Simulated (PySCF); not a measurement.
Selenium dioxide, SMILES O=[Se]=O (O₂Se), singlet at its PBE0/def2-SVP optimised geometry (Å):

```
3

O     -1.1406     0.7261     0.0000
Se    -0.4621    -0.7261     0.0000
O      1.1406    -0.7261     0.0000
```

Computed with PBE0/def2-TZVP run with PySCF.

Map of the log10 of the electron density (e/bohr³), floored at −4 on the plane z = 0.8 Å:

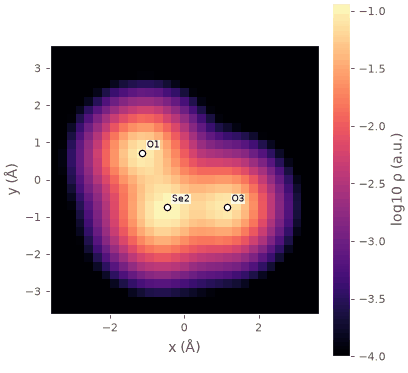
Fig. 1. Log10 of the electron density (e/bohr³), floored at −4 on the plane z = 0.8 Å.
